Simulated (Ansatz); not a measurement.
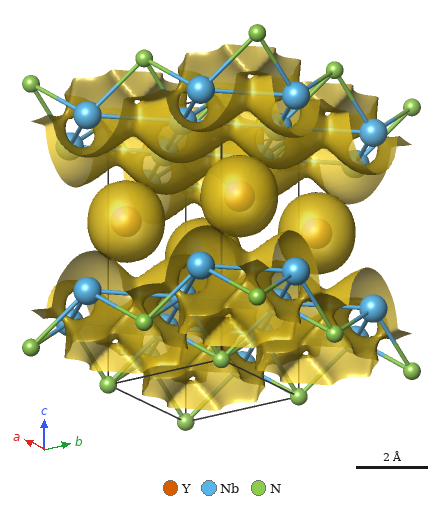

Figure. YNb$_{4}$N. Isosurface of the valence electron density at 0.3 e/Å³ (yellow), seen at an oblique angle. Sticks mark near contacts.

Space group P4/mmm; a structure generated by program, which may or may not match a known phase.

All numbers below come from Ansatz 0.2.0, DFT PBE, scalar-relativistic, plane waves, PAW.

Core electrons are frozen (PAW), and the valence fields are smoothed inside the atomic spheres.

Question: What does this surface tell about the bonding?

Answer: At this value the density is joined into sheets; it holds about 85 % of the electrons treated as valence (semicore included). It bridges the sampled Nb–N (2.35 Å), Nb–Nb (2.64 Å) and Nb–Nb (2.75 Å) contacts, where the density stays above the isovalue. It is pinched off along the sampled Y–Nb (3.27 Å) contacts. On the grid the lowest density along these lines, outside the cores, is 0.4 e/Å³ (Nb–N, 2.35 Å), 0.47 e/Å³ (Nb–Nb, 2.64 Å), 0.16 e/Å³ (Y–Nb, 3.27 Å) and 0.37 e/Å³ (Nb–Nb, 2.75 Å).
